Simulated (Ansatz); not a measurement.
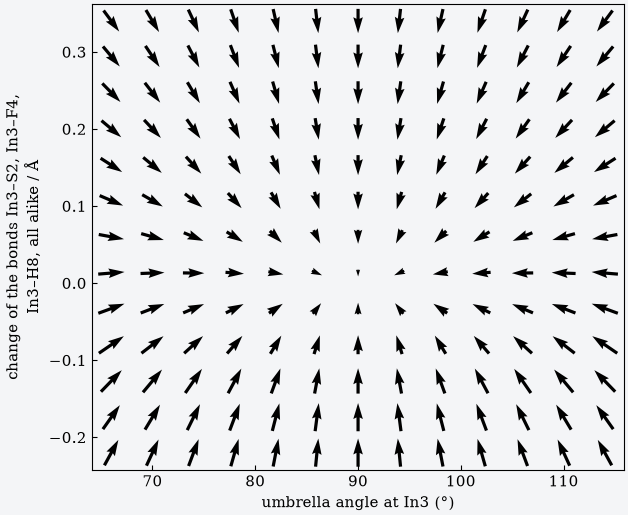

CH4FInS, SMILES C[S][InH][F]. Coordinates scanned: (1) umbrella angle at In3 (between each of its bonds and their common axis; 90 is planar); (2) change of the bonds In3–S2, In3–F4, In3–H8, all alike. Nothing is relaxed (all other coordinates rigid). Grid: 13 × 13 points. Points are written as (first, second). Method: RKS PBE0-D4/def2-TZVP (Ansatz 0.2.0).

Drawn: arrows along the force (downhill), their lengths compressed.

The arrows alone are given. Where is the energy lowest?

Answer. The arrows converge at about (90°, 0.000 Å) (read from the interpolated surface).

The energy map of the same scan:

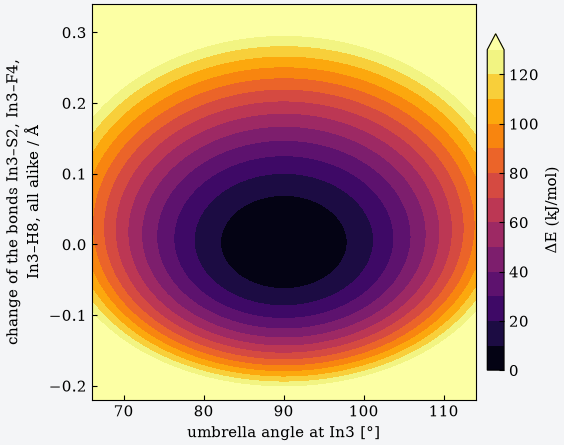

Energies are in kJ/mol, from the relaxed molecule at the same level; between grid points the surface is interpolated.
